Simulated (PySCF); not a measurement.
## NMR shielding calculation of C$_{3}$H$_{8}$OSi

The run: NMR shielding calculation of C$_{3}$H$_{8}$OSi. Method and program: GIAO CAM-B3LYP/pcSseg-2 NMR shielding, non-relativistic, gas phase (PySCF 2.14.0).

The geometry comes from this level: PBE0-D3(BJ)/def2-SVP. Figures and captions count atoms from 1; the log counts them from 0 in places.

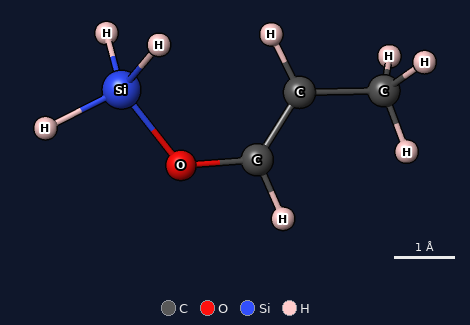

**Figure 1.** The input geometry (ball-and-stick view, seen at a tilt).

Summary:

- outcome: converged
- total energy: −483.863001 hartree
- HOMO: −7.91 eV
- LUMO: 1.03 eV
- dipole moment: 0.79 D
- isotropic shielding, C: 23.1 to 168.0 ppm
- isotropic shielding, O: 240.1 ppm
- isotropic shielding, Si: 372.9 ppm
- isotropic shielding, H: 24.7 to 29.7 ppm
- hardware: 1 CPU thread, shared host
- wall time: 50 s
- peak memory: 1.3 GiB

Input:
```
{"job": {"kind": "nmr", "xc": "CAM-B3LYP", "basis": "pcSseg-2", "pop": false}, "charge": 0, "multiplicity": 1}
C     -2.242045     0.112852     0.345289
C     -0.758859     0.116491     0.175251
C     -0.078763    -0.859747    -0.436453
O      1.257745    -0.918048    -0.624718
Si     2.387270     0.243624    -0.184959
H     -2.707286     0.992631    -0.130262
H     -2.528116     0.140806     1.410198
H     -2.695438    -0.786030    -0.099195
H     -0.210328     0.976002     0.582221
H     -0.588017    -1.736118    -0.854177
H      3.694005    -0.284595    -0.654992
H      2.077885     1.548288    -0.843057
H      2.399765     0.431996     1.296668
```

The first line tells a small driver script what to run in PySCF; the rest is the geometry in Å.

Command:
```bash
OMP_NUM_THREADS=1 python <driver script> task.json out
```

Output:
```
coarse grid: 10928 points
cycle   1  E = -483.7788225646  dE =  4.246e-01  |g| = 6.534e-01  |ddm| = 2.395e+00
cycle   2  E = -483.7365113406  dE =  4.231e-02  |g| = 8.413e-01  |ddm| = 9.262e-01
cycle   3  E = -483.8550049224  dE = -1.185e-01  |g| = 9.075e-02  |ddm| = 5.853e-01
cycle   4  E = -483.8562635584  dE = -1.259e-03  |g| = 4.403e-02  |ddm| = 7.464e-02
cycle   5  E = -483.8567160149  dE = -4.525e-04  |g| = 9.947e-03  |ddm| = 3.612e-02
cycle   6  E = -483.8567366671  dE = -2.065e-05  |g| = 2.340e-03  |ddm| = 7.785e-03
cycle   7  E = -483.8567379485  dE = -1.281e-06  |g| = 4.246e-04  |ddm| = 2.013e-03
final grid: 99736 points
cycle   8  E = -483.8629986561  dE = -4.543e-05  |g| = 3.087e-03  |ddm| = 2.462e-02
cycle   9  E = -483.8629993518  dE = -6.957e-07  |g| = 2.433e-03  |ddm| = 4.016e-03
cycle  10  E = -483.8630007456  dE = -1.394e-06  |g| = 3.449e-04  |ddm| = 1.753e-03
cycle  11  E = -483.8630007571  dE = -1.142e-08  |g| = 2.763e-04  |ddm| = 3.609e-04
cycle  12  E = -483.8630007717  dE = -1.462e-08  |g| = 3.532e-05  |ddm| = 1.798e-04
cycle  13  E = -483.8630007719  dE = -2.192e-10  |g| = 5.171e-06  |ddm| = 2.944e-05
```

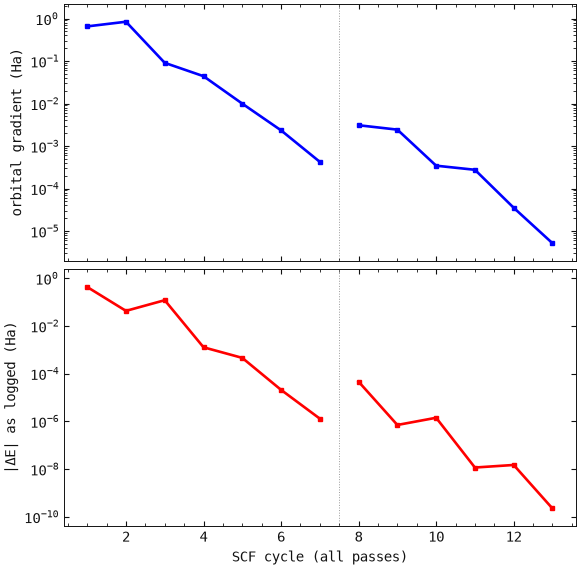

**Figure 2.** Convergence of the self-consistent field: orbital gradient and size of the energy change against the SCF cycle. The dotted line marks the change from a coarse to the final integration grid. The first 7 cycles use a coarse grid, the final grid takes over at cycle 8, and the field converges after 13 cycles in all.

```
converged SCF energy = -483.8630007719

GIAO shielding tensors (ppm)
atom      isotropic    diamagn.    paramagn.     s11        s22        s33       span
  0 C      168.014     232.101     -64.087    156.048    162.558    185.436     29.387
  1 C       70.001     259.254    -189.253    -28.866     86.478    152.392    181.259
  2 C       23.094     247.016    -223.921    -86.441     66.616     89.108    175.549
  3 O      240.100     389.753    -149.653    167.832    237.379    315.088    147.257
  4 Si     372.888     876.845    -503.956    331.336    338.097    449.232    117.896
  5 H       29.660      28.198       1.461     25.507     27.621     35.850     10.343
  6 H       29.657      28.161       1.497     25.511     27.592     35.869     10.358
  7 H       29.735      28.433       1.302     26.142     28.872     34.193      8.051
  8 H       26.391      35.331      -8.940     24.157     25.175     29.841      5.684
  9 H       24.680      31.031      -6.351     21.750     24.130     28.160      6.410
 10 H       26.583      28.269      -1.686     23.624     24.980     31.145      7.521
 11 H       26.444      29.330      -2.886     23.903     24.912     30.515      6.612
 12 H       26.430      29.294      -2.864     23.845     24.872     30.573      6.728
```

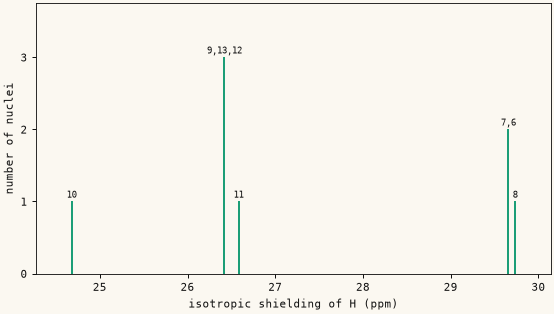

**Figure 3.** Isotropic shieldings of the hydrogen nuclei in this fixed geometry, labelled by atom number; shielding grows to the right, so chemical shift grows to the left. The least shielded is H10 (24.7 ppm), the most shielded H8 (29.7 ppm).
